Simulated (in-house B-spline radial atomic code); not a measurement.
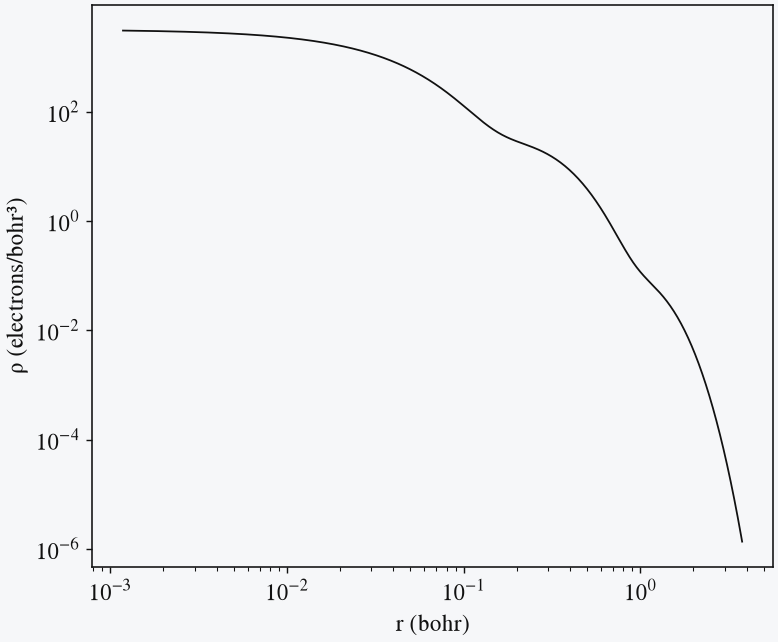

Cl⁶⁺ (Z = 17, 11 electrons); electrons: [Ne] 3s1. The calculation used an in-house B-spline radial code at this level: non-relativistic Hartree-Fock, average of configuration, point nucleus, basis-set limit.

The plot shows the electron density ρ(r) on a logarithmic scale.

> What does the plot show?

The density falls from 3100 electrons/bohr³ at the inner end (r = 0.0012 bohr) to 0.001 at r = 2.35 bohr, a common measure of the size of an atom or ion. The highest occupied orbital, 3s (⟨r⟩ = 1.28 bohr, −113.4 eV), is also the most diffuse and sets the fall-off far out: over the last part drawn ln ρ falls by 4.8 per bohr, against 2√(−2ε) = 5.8 for the pure exponential. At the nucleus d ln ρ/dr is −34 per bohr, near the cusp value −2Z = −34. The steps in the slope mark the shells; the radial density has its minima at 0.15 bohr.
